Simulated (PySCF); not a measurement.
Frequency calculation, with input and output: CuFOH

The run: frequency calculation of CuFOH, multiplicity 2. Method and program: UKS-based PBE0, Cu def2-TZVP, F def2-TZVP, O def2-TZVP, H def2-TZVP; non-relativistic Hamiltonian; density fitting (PySCF 2.14.0).

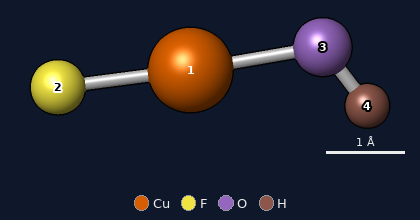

Figure 1. The structure as given in the input (ball-and-stick view, seen on its broad side; atoms are numbered from 1 in the order of the input). Sticks mark near contacts.

## Input
```python
from pyscf import gto, scf, dft
mol = gto.M(atom='''
Cu     0.003972     0.000000    -0.029627
F      0.012792     0.000000     1.698673
O     -0.078222     0.000000    -1.760309
H      0.755063     0.000000    -2.242311''',
    basis={'Cu': 'def2-TZVP', 'F': 'def2-TZVP', 'O': 'def2-TZVP', 'H': 'def2-TZVP'},
    charge=0, spin=1)
mf = dft.UKS(mol, xc='PBE0')
mf.grids.atom_grid = (75, 302)
aux = {'Cu': 'def2-universal-JKFIT', 'F': 'def2-universal-JKFIT', 'O': 'def2-universal-JKFIT', 'H': 'def2-universal-JKFIT'}
mf = mf.density_fit(auxbasis=aux)
mf.conv_tol = 1e-09
mf.diis_space = 10
mf.max_cycle = 60
mf.verbose = 4
mf.kernel()
```

The script is an equivalent of the set-up of the self-consistent field. The run itself was carried out by a driver, which started from the orbitals of the step before it where there was one and computed the further properties.

Machine: 4 threads of Arm Neoverse V1, 24 GiB of memory available, shared host.

Launch command:
```bash
OMP_NUM_THREADS=4 python axn.py task.json out
```

## Output
```
init E= -1815.84769587696
  alpha nocc = 24  HOMO = -0.346953246567288  LUMO = -0.0299328686753384
  beta  nocc = 23  HOMO = -0.33554579814047  LUMO = -0.186103757150114
  HOMO = -0.33554579814  LUMO = -0.18610375715  gap/eV = 4.06653
cycle= 1 E= -1815.84769587692  delta_E= 3.82e-11  |g|= 1.48e-05  |ddm|= 9.11e-06
  alpha nocc = 24  HOMO = -0.346952334137211  LUMO = -0.0299325202561533
  beta  nocc = 23  HOMO = -0.335544698777823  LUMO = -0.186102040980302
  HOMO = -0.335544698778  LUMO = -0.18610204098  gap/eV = 4.06654
cycle= 2 E= -1815.84769587632  delta_E= 5.95e-10  |g|= 5.21e-05  |ddm|= 2.58e-05
  alpha nocc = 24  HOMO = -0.346953612480165  LUMO = -0.0299329830514097
  beta  nocc = 23  HOMO = -0.33554614533094  LUMO = -0.186104152867351
  HOMO = -0.335546145331  LUMO = -0.186104152867  gap/eV = 4.06652
cycle= 3 E= -1815.84769587696  delta_E= -6.42e-10  |g|= 5.24e-06  |ddm|= 1.85e-05
  alpha nocc = 24  HOMO = -0.346953244778944  LUMO = -0.0299328597530817
  beta  nocc = 23  HOMO = -0.335545758205735  LUMO = -0.186103650241911
  HOMO = -0.335545758206  LUMO = -0.186103650242  gap/eV = 4.06653
cycle= 4 E= -1815.84769587697  delta_E= -5.23e-12  |g|= 6.89e-07  |ddm|= 2.43e-06
  alpha nocc = 24  HOMO = -0.346953225081943  LUMO = -0.0299328616970698
  beta  nocc = 23  HOMO = -0.335545750784409  LUMO = -0.186103672390352
  HOMO = -0.335545750784  LUMO = -0.18610367239  gap/eV = 4.06653
Extra cycle  E= -1815.84769587697  delta_E= -2.27e-13  |g|= 1.24e-06  |ddm|= 1.64e-06
converged SCF energy = -1815.84769587697  <S^2> = 0.75675431  2S+1 = 2.0067429
```

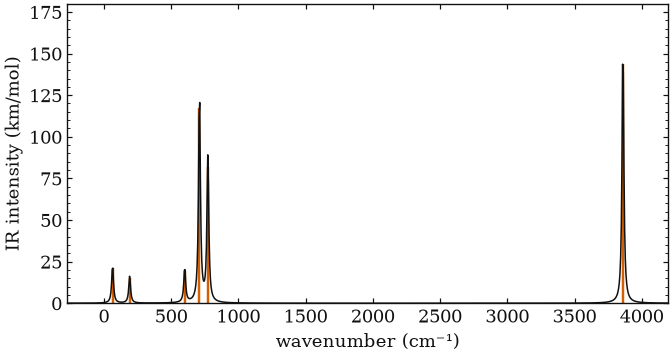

Figure 2. Harmonic infrared spectrum, unscaled: sticks (degenerate modes added up, dark ones marked on the axis) with a Lorentzian envelope of 16 cm⁻¹ full width, scaled to the tallest stick. 6 modes from 64 to 3860 cm⁻¹, none imaginary. The strongest line is at 3860 cm⁻¹ (144 km/mol). All modes, in cm⁻¹ (km/mol): 64 (21), 191 (15.0), 601 (19.5), 710 (117), 773 (82), 3860 (144).

## Summary

| quantity | value |
| --- | --- |
| outcome | converged |
| total energy | −1815.847696 hartree |
| ⟨S²⟩ | 0.757 |
| zero-point energy | 0.014125 hartree |
| dipole moment | 2.91 D |
| wavenumbers, lowest and highest | 64 and 3860 cm⁻¹ |
| wall time | 64 s (CPU time 3.5 min) |
| peak memory | 1.3 GiB |
